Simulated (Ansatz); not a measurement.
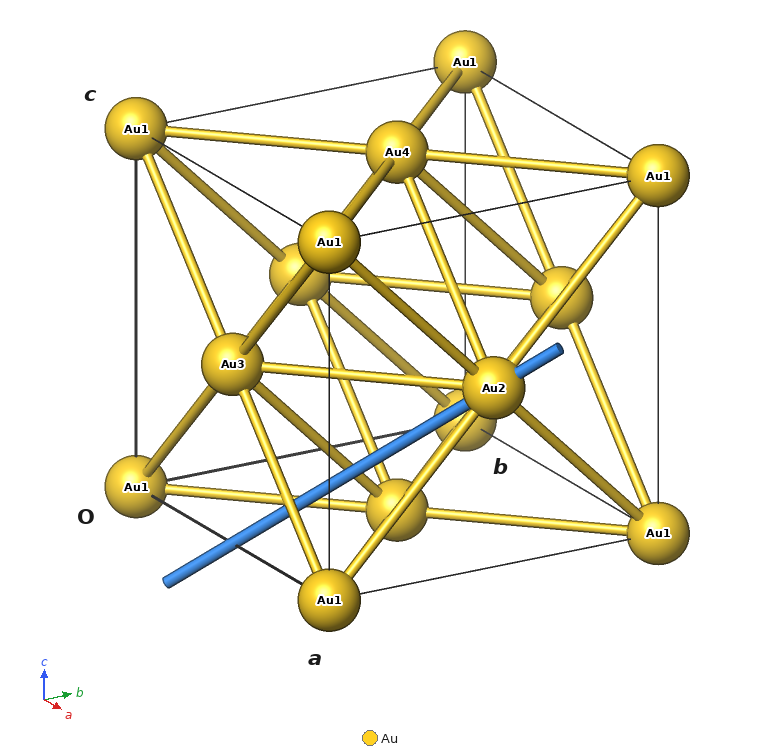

Crystal: Au, the input geometry of an electronic-structure calculation (not necessarily at equilibrium). The coloured rod is the axis of a symmetry operation of the crystal. Symmetry computed with spglib at a tolerance of 0.002 Å; standard conventional cell.

a = 4.080 Å, b = 4.080 Å, c = 4.080 Å, α = 90.00°, β = 90.00°, γ = 90.00°.

```tsv
atom	x	y	z
Au1	0.0000	0.0000	0.0000
Au2	0.0000	0.5000	0.5000
Au3	0.5000	0.0000	0.5000
Au4	0.5000	0.5000	0.0000
```

Take the operation x, y, z → y+1/2, z, x−1/2.

Q: What kind of operation is it, and where does it lie?

A: It is a 3-fold rotation, about the line along [1 1 1] through (5/6, 1/3, 1/3).

Q: Onto which atom does it carry each atom (up to whole multiples of a, b and c)?

A: Au1 → Au3, Au2 → Au2, Au3 → Au4, Au4 → Au1.

Q: What is the crystal's space group?

A: No. 225, Fm-3m.
